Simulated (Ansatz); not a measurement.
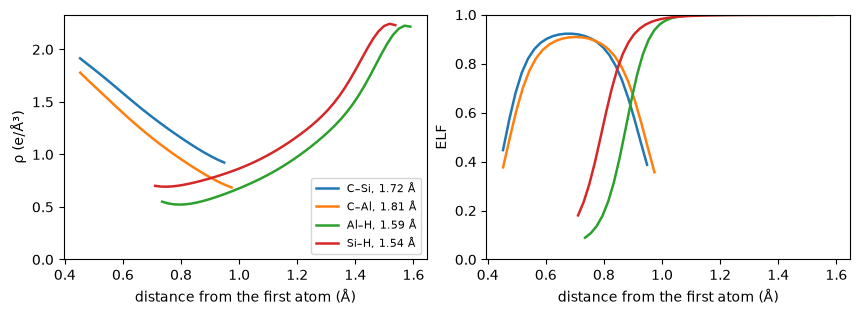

CH$_{2}$AlSi (doublet). Electron density and electron localisation function along straight lines between neighbouring atoms. The curves leave out the atomic cores.

Theory: UKS PBE-D4/def2-SVP (Ansatz 0.2.0).

Input file:

```
crystal:
  periodic: [false, false, false]
  atoms:
    - { symbol: Al, position_ang: [-1.59039, -0.14711, -0.35388] }
    - { symbol: C, position_ang: [-0.04461, -0.58227, 0.78101] }
    - { symbol: Si, position_ang: [1.53938, 0.04096, 0.53573] }
    - { symbol: H, position_ang: [-2.83156, 0.2128, -1.42547] }
    - { symbol: H, position_ang: [2.92719, 0.47563, 0.4626] }
magnetization:
  spin_polarized: true
  initial_magnetization: 1
basis:
  gaussian: { orbitals: def2-SVP }
hamiltonian:
  xc: pbe
  dispersion: d4
relax:
  f_tol: 0.02
  max_steps: 50
output:
  orbitals: {}
```

Launched as:

```sh
ansatz run input.yaml --threads 1 --pin off --max-ram 2048MiB --backend cpu --events-out ev --progress --plain --runs-dir out
```

The fields are those of the relaxed geometry.

What can be read from the curves?

C–Si (1.72 Å): ρ is about 1 e/Å³ halfway; the ELF peaks at about 0.90 between the atoms: localised, covalent bonding.
C–Al (1.81 Å): ρ is about 0.77 e/Å³ halfway; the ELF peaks at about 0.90 between the atoms (a polar covalent bond).
Al–H (1.59 Å): the density is about 0.52 e/Å³ at the midpoint; the ELF climbs to about 1 towards the hydrogen.
Si–H (1.54 Å): the density is about 0.7 e/Å³ at the midpoint; the ELF climbs to about 1 towards the hydrogen.
